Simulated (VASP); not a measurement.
Band structure of SrO (space group Fm-3m). Method: LDA (Ceperley-Alder, Perdew-Zunger), VASP's LDA PAW potentials (set 64) (plane waves; VASP).

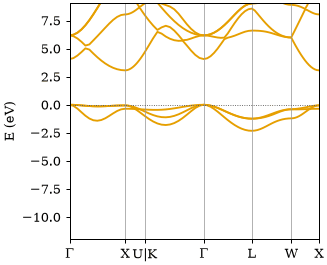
Figure: Bands along high-symmetry lines, zero at the valence-band maximum or, without a gap, the Fermi level

Q: Read the plot: is there a gap, and where are the band edges?

A: The gap is indirect, 3.07 eV, from the valence maximum at Γ to the conduction minimum at X. (Edges off the drawn lines would not show.)

The structure comes from a computed database's SrO entry (Fm-3m); how it stands against other phases isn't given here. It was relaxed first, which changed the volume by -5 %.
